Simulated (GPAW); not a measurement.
# SiNH3Cl (SMILES [NH][SiH2]Cl) in GPAW

Aim: the charge distribution of SiNH3Cl.

The results are computed with GPAW 26.7.0.

1 further run of the same task is left out (set aside as unsound or not needed). Runs told in other sessions of the task aren't counted.

## (1) The structure to begin with

The species is SiNH3Cl (6 atoms), meant as a doublet with charge 0. As SMILES, `[NH][SiH2]Cl`. The coordinates come from a PBE0-D4/def2-TZVP relaxation. This is one conformer, not always the lowest.

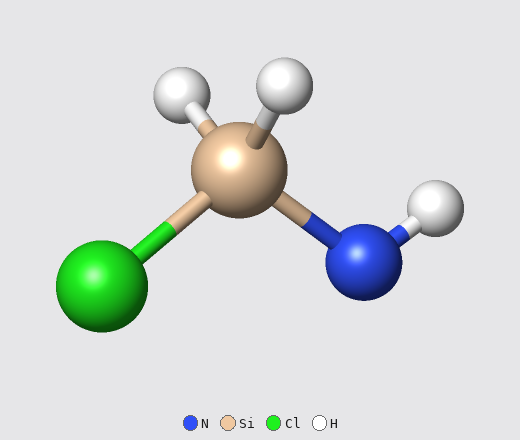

Viewed from a chosen angle; nitrogen blue, silicon light orange, chlorine green, hydrogen white.

## (2) The job

Input file molecule.xyz:

```xyz
6

N     -1.120700    -0.619300    -0.515800
Si     0.327700     0.083100     0.143100
Cl     1.532200    -1.405400     0.854900
H     -1.761400     0.086800    -0.887700
H      1.072900     0.808700    -0.916500
H     -0.008600     0.982100     1.275900
```

Input file sp.py:

```python
import numpy as np
from ase.io import read
from ase.units import Debye
from gpaw import Gpaw, setup_paths
from gpaw.atom.configurations import parameters
from gpaw.atom.generator import Generator

# Geometry
atoms = read('molecule.xyz')
atoms.center(vacuum=4.5)
atoms.set_initial_magnetic_moments([0.333333, 0.333333, 0.333333, 0.0, 0.0, 0.0])

# PAW datasets for this functional
for symbol in ['Cl', 'H', 'N', 'Si']:
    Generator(symbol, xcname='GGA_X_OPTX+GGA_C_LYP', scalarrel=True, nofiles=True, txt=None).run(**parameters[symbol])
setup_paths.insert(0, '.')

# GPAW settings
gpaw_calc = GPAW(mode='fd',
                 h=0.16,
                 xc='GGA_X_OPTX+GGA_C_LYP',
                 occupations={'name': 'fermi-dirac', 'width': 0.05, 'fixmagmom': True},
                 maxiter=68,
                 txt='-')
atoms.calc = gpaw_calc

energy = atoms.get_potential_energy()
print(f'Energy                  {energy:.5f} eV')
forces = atoms.get_forces()
print('Forces (eV/Ang)')
for symbol, f in zip(atoms.symbols, forces):
    print(f'{symbol:2} {f[0]:9.4f} {f[1]:9.4f} {f[2]:9.4f}')
dipole = atoms.get_dipole_moment() / Debye
print(f'Dipole: {np.linalg.norm(dipole):.3f} D')
```

Launch:

```bash
$ python3 sp.py
```

What it wrote:

```text
ImportError: cannot import name 'Gpaw' from 'gpaw' (gpaw/site/gpaw/__init__.py). Did you mean: 'GPAW'?
```

Run time: 0.46 s. Hardware: 1 thread of Arm Neoverse V1, shared host; peak memory 0.079 GiB.

## (3) Diagnosis

The program refused the input.

The log says `ImportError: cannot import name 'Gpaw' from 'gpaw'`. The fault: the input text is malformed or holds a word that the program doesn't know.
